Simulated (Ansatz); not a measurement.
C5H4FNSi

Input

```
crystal:
  periodic: [false, false, false]
  atoms:
    - {symbol: C, position_ang: [-0.437766, 0.247638, 1.174699]}
    - {symbol: C, position_ang: [1.636498, -0.960027, -0.776786]}
    - {symbol: C, position_ang: [1.927615, -2.268368, -0.612950]}
    - {symbol: C, position_ang: [0.810821, -3.171611, -0.193051]}
    - {symbol: C, position_ang: [-0.403320, -2.609795, -0.009820]}
    - {symbol: F, position_ang: [-1.117978, -0.146324, -1.481880]}
    - {symbol: "N", position_ang: [-0.593523, 0.885317, 2.132147]}
    - {symbol: Si, position_ang: [-0.164740, -0.793359, -0.338459]}
    - {symbol: H, position_ang: [2.376454, -0.214496, -1.069708]}
    - {symbol: H, position_ang: [2.926224, -2.690451, -0.767231]}
    - {symbol: H, position_ang: [1.012721, -4.238058, -0.047775]}
    - {symbol: H, position_ang: [-1.281926, -3.173328, 0.305833]}
basis:
  gaussian:
    orbitals: def2-SVPD
hamiltonian:
  xc: pbe0
output:
  forces: true
  orbitals: {seedname: orbitals}
```

Launched as:

```sh
ansatz run input.yaml --threads 2 --pin off --max-ram 5220MiB --events-out events.jsonl --progress --plain --runs-dir runs
```

Geometry: B3LYP-D3(BJ)/def2-SVP.

Computed with isolated molecule in a Gaussian basis; Kohn-Sham density functional theory, functional PBE0 in Ansatz.

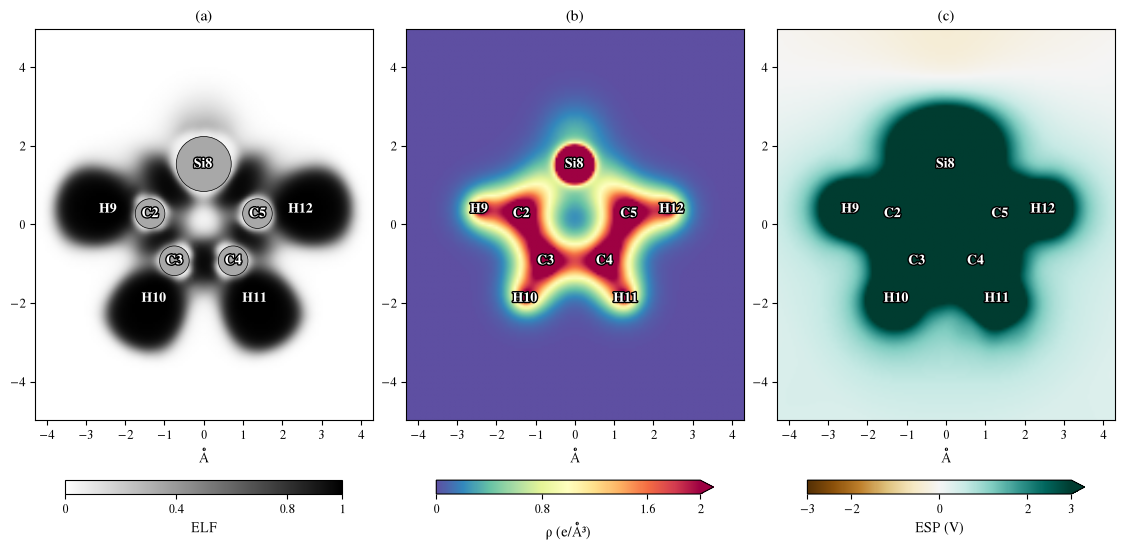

Figure 1. (a) ELF; (b) electron density; (c) molecular electrostatic potential on the plane of atoms C3, C4 and H11. Grey discs cover the atomic cores in the ELF map.

**Describe what can be read from this map.**

- The section cuts through C, Si and H sites.
- C–C (1.35 Å): ρ at the midpoint is about 2.2 e/Å³; the ELF peaks at about 0.95 between the atoms (localised, covalent bonding).
- C–Si (1.86 Å): ρ at the midpoint is about 0.99 e/Å³; the ELF peaks at about 0.95 between the atoms, as expected for a shared electron pair.
- C–H (1.09 Å): the density is about 1.9 e/Å³ at the midpoint; the ELF climbs to about 1 towards the hydrogen, as it does in any bond to H: an ordinary covalent bond to hydrogen.
- C–C (1.50 Å): ρ is about 1.7 e/Å³ halfway; the ELF peaks at about 0.95 between the atoms: a shared electron pair.
- Outside the dense part of the molecule the potential is most negative (−0.4 V) near F6, which lies off the plane.

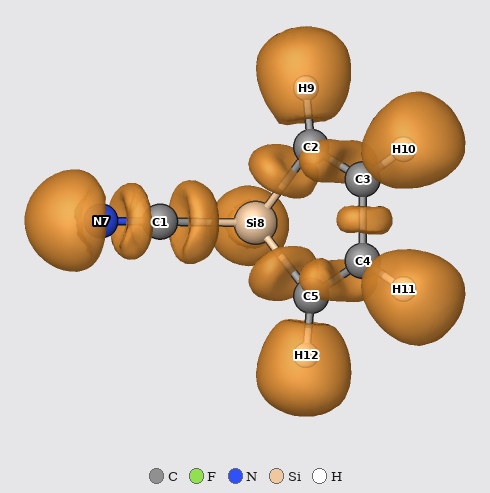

Figure 2. Isosurface of the electron localisation function at 0.8 (orange), seen at a tilt. Core shells and regions of very low density are left out.

**Describe the localisation domains.**

The ELF exceeds this value in three regions between bonded C–C atoms (shared pairs), one region between bonded C–N atoms (shared pairs), three regions between bonded C–Si atoms (shared pairs), four regions around hydrogen nuclei, one lobe on N, pointing away from the bonds (lone pairs) and one region wrapped around F (its lone pairs, merged into a ring or cap). Along the contacts the grid gives the following. C–N (1.16 Å): the ELF peaks at about 0.85 between the atoms: a multiple bond.

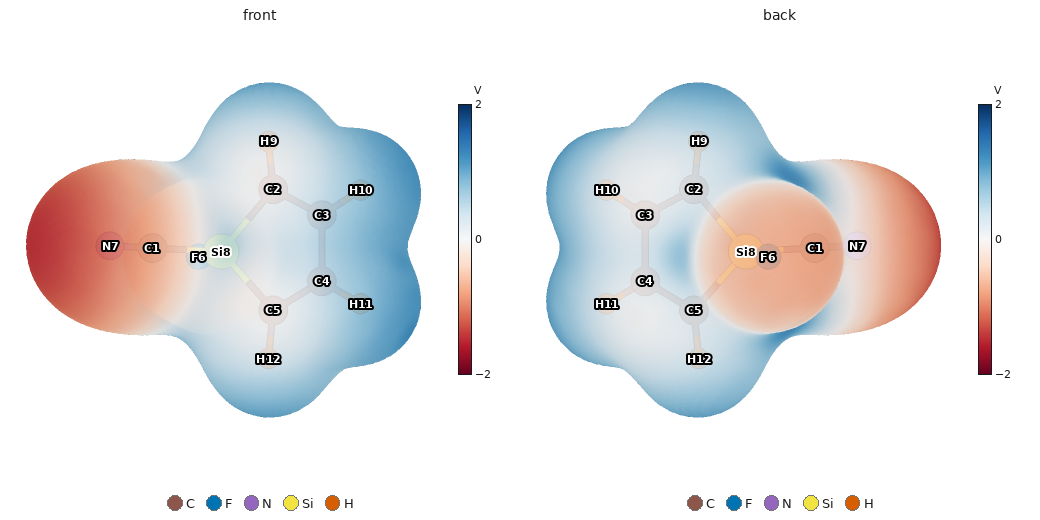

Figure 3. The molecular electrostatic potential painted on the density surface at 0.001 e/bohr³, seen from the front and from behind; the colour scale runs from red (negative) to blue (positive).

**Describe the electrostatic potential map.**

The most negative region (about −1.5 V, or −35 kcal/mol for a unit charge) lies over N7, the most positive (about +1.3 V, or +30 kcal/mol for a unit charge) over Si8 and H11. N7 is the likeliest acceptor of a hydrogen bond.

**What dipole moment does the calculation give?**

Its dipole moment is 4.56 D.
